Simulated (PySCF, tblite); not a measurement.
# C₁₄H₁₂BN: electronic excitations, NMR shifts

Aim: compute the electronic excitations, NMR shifts of C₁₄H₁₂BN (`B1C=C2C=CC=c3ccccc3=C2C=CN1`).

Computed with tblite 0.8.0 and PySCF 2.14.0 and routines of our own; the level stands in each step. Atoms count from 0.

### 1 The system as given

28 atoms, charge 0, multiplicity 1; geometry from: force field, distance geometry or constructed start.

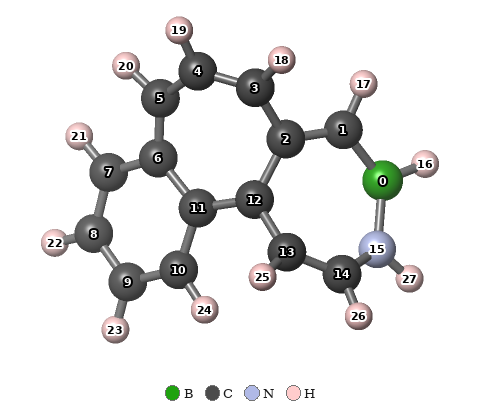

The starting geometry (boron green, carbon dark grey, nitrogen light blue, hydrogen pink).

### 2 Optimising the geometry with GFN2-xTB

What the job is given:

```
{"job": {"kind": "relax", "xc": "GFN2-xTB", "basis": "xTB"}, "charge": 0, "multiplicity": 1}
B     -2.859700    -0.214900     1.440600
C     -2.195600     1.124300     0.963700
C     -1.151800     1.190500     0.123000
C     -0.655500     2.511100    -0.258000
C      0.634000     2.797800    -0.208500
C      1.676600     1.897500     0.300100
C      1.768400     0.550000     0.176300
C      3.022400    -0.006500     0.541400
C      3.348000    -1.327400     0.237300
C      2.435100    -2.126600    -0.432000
C      1.169900    -1.640300    -0.745000
C      0.763000    -0.323300    -0.388000
C     -0.562200     0.002000    -0.506200
C     -1.476900    -0.835700    -1.322400
C     -2.531300    -1.491100    -0.821300
N     -2.920000    -1.455300     0.563700
H     -3.530500    -0.185000     2.418400
H     -2.568900     2.025200     1.429500
H     -1.363200     3.294100    -0.487500
H      0.928000     3.821400    -0.422700
H      2.532000     2.444700     0.696800
H      3.786400     0.595900     1.011500
H      4.324200    -1.711100     0.505300
H      2.699000    -3.148700    -0.688900
H      0.494600    -2.344600    -1.200500
H     -1.222300    -1.009600    -2.354000
H     -3.058900    -2.170800    -1.480300
H     -3.497200    -2.247200     0.916300
```

On the command line:

```sh
$ OMP_NUM_THREADS=1 python large_run.py task.json out
```

This one command runs all jobs of the session in turn.

Standard output:

```text
step      E/eV     max force
  0   -1092.75625    2.337
  1   -1093.09701    1.303
  2   -1093.23266    0.780
  3   -1093.31553    0.709
  4   -1093.35435    0.430
  5   -1093.38581    0.469
  6   -1093.40223    0.341
  7   -1093.41623    0.211
  8   -1093.42684    0.222
  9   -1093.43484    0.211
 10   -1093.44122    0.179
 11   -1093.44790    0.186
 12   -1093.45430    0.170
 13   -1093.45948    0.153
 14   -1093.46302    0.139
 15   -1093.46556    0.113
 16   -1093.46761    0.088
 17   -1093.46921    0.079
 18   -1093.47045    0.064
 19   -1093.47150    0.077
 20   -1093.47248    0.074
 21   -1093.47345    0.075
 22   -1093.47437    0.067
 23   -1093.47522    0.048
 24   -1093.47593    0.049
 25   -1093.47654    0.046
 26   -1093.47713    0.056
 27   -1093.47774    0.060
 28   -1093.47834    0.051
 29   -1093.47888    0.039
 30   -1093.47938    0.048
 31   -1093.47990    0.049
 32   -1093.48047    0.055
 33   -1093.48106    0.045
 34   -1093.48164    0.050
 35   -1093.48217    0.043
 36   -1093.48263    0.043
 37   -1093.48303    0.044
 38   -1093.48344    0.050
 39   -1093.48394    0.051
 40   -1093.48453    0.049
 41   -1093.48514    0.052
 42   -1093.48569    0.047
 43   -1093.48613    0.044
 44   -1093.48650    0.034
 45   -1093.48683    0.042
 46   -1093.48712    0.037
 47   -1093.48737    0.036
 48   -1093.48760    0.029
 49   -1093.48776    0.024
 50   -1093.48786    0.025
 51   -1093.48796    0.024
 52   -1093.48808    0.026
 53   -1093.48822    0.032
 54   -1093.48836    0.027
 55   -1093.48847    0.025
 56   -1093.48856    0.018
```

Run time: 0.83 s. Hardware: 1 thread of Arm Neoverse V1, shared host; peak memory 0.24 GiB.

Relaxation path:

```
step  energy from step 0 (eV)  largest force (eV/Å)
   0                   0.0000                2.3372
   1                  -0.3408                1.3032
   2                  -0.4764                0.7797
   3                  -0.5593                0.7092
   4                  -0.5981                0.4298
   5                  -0.6296                0.4692
   6                  -0.6460                0.3405
   7                  -0.6600                0.2106
   8                  -0.6706                0.2220
  12                  -0.6981                0.1700
  16                  -0.7114                0.0879
  20                  -0.7162                0.0739
  24                  -0.7197                0.0487
  28                  -0.7221                0.0506
  32                  -0.7242                0.0551
  36                  -0.7264                0.0433
  40                  -0.7283                0.0486
  44                  -0.7303                0.0332
  48                  -0.7314                0.0292
  52                  -0.7318                0.0265
  53                  -0.7320                0.0317
  54                  -0.7321                0.0276
  55                  -0.7322                0.0244
  56                  -0.7323                0.0189
```

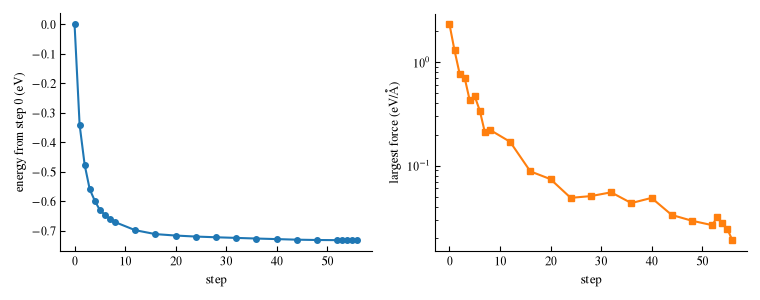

Energy and largest force along the relaxation.

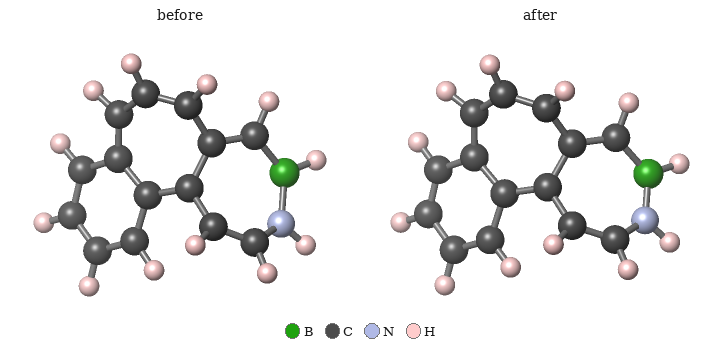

Before and after, at one scale.

Close pairs (by a distance rule), those that changed most:

```csv
bond,before (Å),after (Å),change (Å)
B0–N15,1.520,1.409,-0.111
C14–N15,1.439,1.379,-0.060
C4–C5,1.468,1.415,-0.054
C7–C8,1.394,1.352,-0.042
C9–C10,1.391,1.353,-0.038
B0–C1,1.569,1.534,-0.035
C8–C9,1.386,1.418,+0.033
N15–H27,1.041,1.010,-0.031
```

The end geometry stands in the next job.

### 3 Electronic excitations: TDA wB97X-D/6-31G*

What the job is given:

```
{"job": {"kind": "uv", "basis": "6-31G*", "grid": 1, "kgrid": 0, "vcut": 1.5, "nstates": 6, "ntriplets": 2, "tda": true, "delta": [], "pop": true, "xc": "wB97X-D"}, "charge": 0, "multiplicity": 1}
B     -3.028483    -0.235893     1.411036
C     -2.261602     1.032194     1.014809
C     -1.181380     1.124942     0.213224
C     -0.628664     2.401127    -0.227015
C      0.670014     2.759730    -0.177999
C      1.753401     1.951799     0.240045
C      1.842978     0.579448     0.184253
C      3.098627    -0.014432     0.538435
C      3.410879    -1.292561     0.226751
C      2.477768    -2.091110    -0.482622
C      1.248861    -1.604877    -0.771821
C      0.822812    -0.294566    -0.366780
C     -0.527618    -0.014032    -0.422053
C     -1.438358    -0.874314    -1.175706
C     -2.563652    -1.445979    -0.728310
N     -3.103428    -1.338106     0.535939
H     -3.665676    -0.297183     2.396049
H     -2.610301     1.976779     1.422340
H     -1.357548     3.118504    -0.587458
H      0.920409     3.782118    -0.438922
H      2.652240     2.484539     0.527212
H      3.815592     0.614337     1.047840
H      4.368195    -1.712318     0.498541
H      2.752541    -3.096276    -0.766101
H      0.524815    -2.239575    -1.259921
H     -1.163371    -1.063590    -2.206149
H     -3.112321    -2.096923    -1.402308
H     -3.729269    -2.097368     0.765217
```

With the program's defaults for keys left out, this is: TDA wB97X-D/6-31G*, vertical, gas phase, core orbitals frozen in the response, virtual orbitals cut by energy.

Standard output:

```text
start: PBE on a coarse grid of 23469 points
cycle   1  E = -619.4586982243  dE =  2.533e+00  |g| = 7.735e-01  |ddm| = 5.914e+00
cycle   2  E = -619.3017104895  dE =  1.570e-01  |g| = 1.069e+00  |ddm| = 2.501e+00
cycle   3  E = -619.5985516008  dE = -2.968e-01  |g| = 3.505e-01  |ddm| = 1.791e+00
cycle   4  E = -619.6286925196  dE = -3.014e-02  |g| = 1.458e-01  |ddm| = 5.683e-01
cycle   5  E = -619.6335328602  dE = -4.840e-03  |g| = 7.735e-02  |ddm| = 2.788e-01
cycle   6  E = -619.6352370521  dE = -1.704e-03  |g| = 2.598e-02  |ddm| = 1.309e-01
cycle   7  E = -619.6353987331  dE = -1.617e-04  |g| = 1.481e-02  |ddm| = 5.094e-02
cycle   8  E = -619.6354613602  dE = -6.263e-05  |g| = 3.892e-03  |ddm| = 2.043e-02
final grid: 103004 points
cycle   9  E = -620.0315881509  dE = -1.122e-02  |g| = 4.110e-02  |ddm| = 7.235e-01
cycle  10  E = -620.0325196009  dE = -9.314e-04  |g| = 2.380e-02  |ddm| = 1.427e-01
cycle  11  E = -620.0327363156  dE = -2.167e-04  |g| = 1.173e-02  |ddm| = 4.196e-02
cycle  12  E = -620.0328237416  dE = -8.743e-05  |g| = 6.153e-03  |ddm| = 2.727e-02
cycle  13  E = -620.0328424499  dE = -1.871e-05  |g| = 2.095e-03  |ddm| = 1.228e-02
cycle  14  E = -620.0328518785  dE = -9.429e-06  |g| = 1.287e-03  |ddm| = 6.961e-03
cycle  15  E = -620.0328542913  dE = -2.413e-06  |g| = 4.641e-04  |ddm| = 5.148e-03
cycle  16  E = -620.0328571117  dE = -2.820e-06  |g| = 2.483e-04  |ddm| = 1.775e-03
cycle  17  E = -620.0328551176  dE =  1.994e-06  |g| = 8.703e-05  |ddm| = 7.943e-04
converged SCF energy = -620.0328551176

Static polarisability (au): isotropic 174.089, principal 92.007 189.248 241.011

Singlet excitations
state   eV       nm        f      main configurations
  1   2.7286    454.4   0.08246   H->L 0.82, H->L+1 0.10
  2   3.5951    344.9   0.15413   H->L+1 0.74, H-1->L 0.11, H->L 0.09
  3   4.3854    282.7   0.21725   H-1->L 0.54, H->L+2 0.22, H-2->L 0.09
  4   4.5991    269.6   0.05050   H-2->L 0.74, H-1->L 0.17
  5   4.7705    259.9   0.05759   H-3->L 0.47, H->L+2 0.24, H->L+3 0.11
  6   5.0904    243.6   0.12647   H->L+3 0.58, H->L+2 0.26

Triplet excitations (Tamm-Dancoff, eV): 1.3529 2.6658
```

Wall time 36 s (1 thread of Arm Neoverse V1, shared host); peak memory 0.66 GiB.

The orbitals next to the gap, with their largest atomic shares:

| orbital | eV | atoms |
| --- | --- | --- |
| HOMO−4 | -9.97 | C12 14 %, C11 12 %, C7 11 % |
| HOMO−3 | -9.14 | C1 17 %, C2 13 %, C8 11 % |
| HOMO−2 | -8.63 | C10 16 %, C7 15 %, C4 11 % |
| HOMO−1 | -8.27 | C13 23 %, C14 15 %, N15 9 % |
| HOMO | -6.40 | C5 17 %, C12 14 %, C1 11 % |
| LUMO | -0.18 | C12 21 %, C5 16 %, C3 14 % |
| LUMO+1 | 0.89 | C2 21 %, B0 19 %, C1 13 % |
| LUMO+2 | 2.18 | C14 17 %, C13 16 %, C11 13 % |
| LUMO+3 | 2.55 | C10 18 %, C7 14 %, C6 13 % |

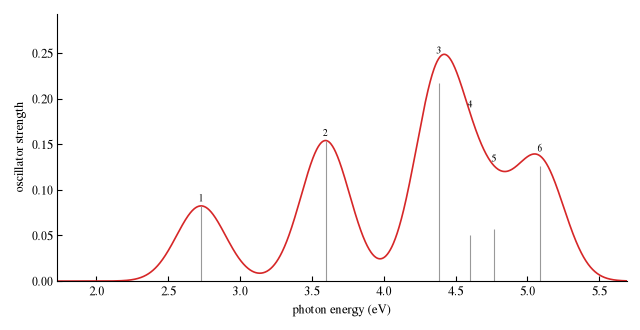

Absorption spectrum from the 6 singlet states computed; above the last one it falls off for lack of states. Lines are broadened to a width of 0.40 eV (Gaussian).

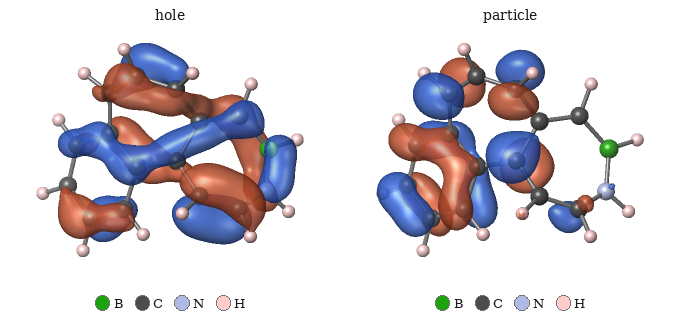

Leading natural transition orbitals of singlet state 3: the electron leaves the hole (left) for the particle orbital (right).

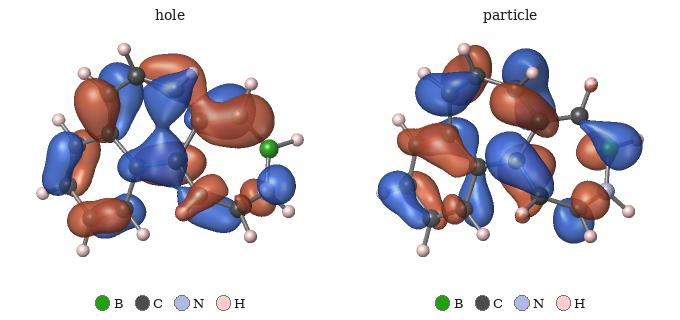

Leading natural transition orbitals of singlet state 1: the electron leaves the hole (left) for the particle orbital (right).

Further results of this job:

| property | computed |
| --- | --- |
| dipole moment (D) | 1.71 |
| polarisability (Å³) | 25.80 |
| HOMO–LUMO gap (eV) | 6.22 |
| −ε(HOMO) (eV) | 6.40 |

The fields below are evaluated on a grid from the run's orbitals.

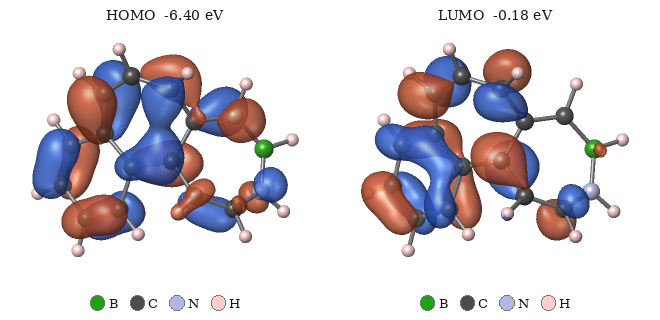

Frontier orbitals at wB97X-D/6-31G*; each surface holds 70 % of the orbital's density, blue and red mark the sign.

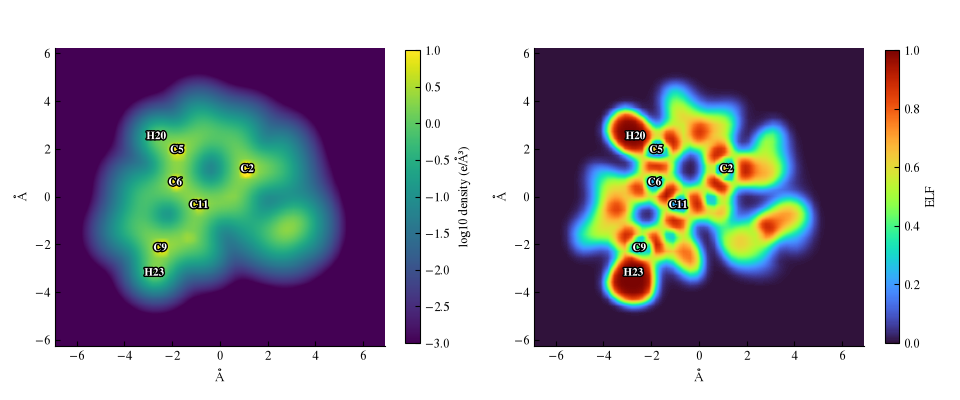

Density (left) and ELF (right) in a plane through or near 7 of the atoms.

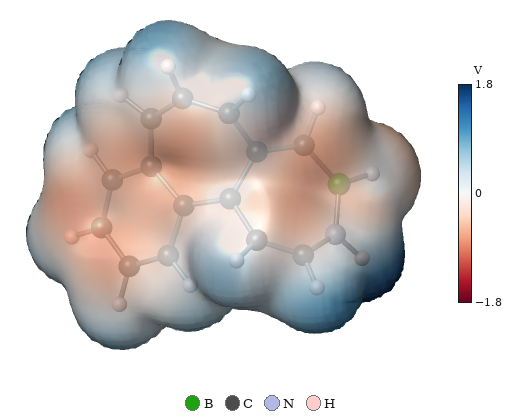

The potential that a unit positive charge feels on the 0.002 e/bohr³ surface, from -0.94 V near C1 to 1.80 V near H27.

[end of part 1 of 2]
